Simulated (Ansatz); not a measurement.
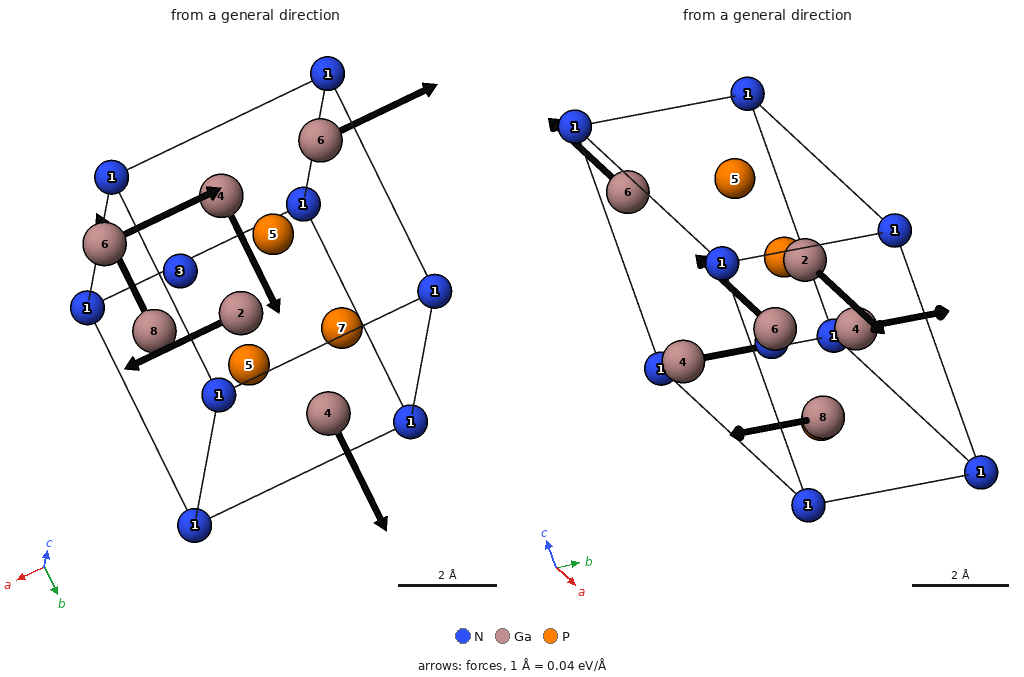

Structure drawing (spheres-only), viewed from two general directions. The cell (the run's own, in a reduced setting) is drawn as a box. The arrows are the computed forces on the atoms.

System: Ga$_{2}$PN. The numbers come from DFT, HSE06, plane waves, PAW (Ansatz), using plane-wave cutoff 420 eV, k-points about 0.45 Å⁻¹ apart, no spin polarisation.

Q: Would an optimiser stop at this geometry?

A: No. The atoms still feel forces of up to about 0.091 eV/Å, above a usual threshold of 0.01 to 0.03 eV/Å.

Q: Find the atom with the largest force.

A: All Ga atoms, about 0.091 eV/Å.

Source of the structure: a structure type filled with these elements by a generator (whether the compound takes this form wasn't checked). Earlier steps of the study may have refined or changed the cell and positions. A calculation with Ansatz used it as input.
